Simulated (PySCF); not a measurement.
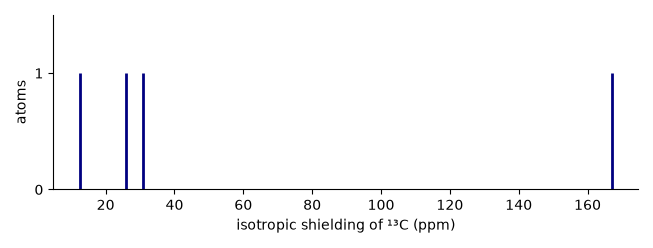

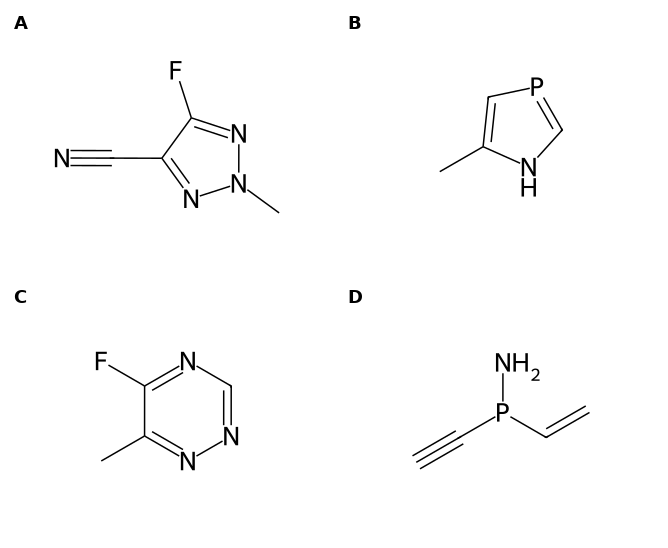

The sticks are computed shieldings of one of the molecules, for one fixed geometry (GFN2-xTB) without averaging over rotations. Low shielding means a high chemical shift. Method: GIAO PBE0/pcSseg-1 NMR shielding, non-relativistic, gas phase (PySCF 2.14.0).

Which molecule gives this pattern?

Answer. C, `Cc1nncnc1F`. Its 4 C atoms give lines at 12.5, 26.0, 30.7, 167.0 ppm.

The geometry is semi-empirical. Around P such bond lengths and angles can be off by a tenth of an ångström or more and by several degrees, and values that hang on the shape move with them.
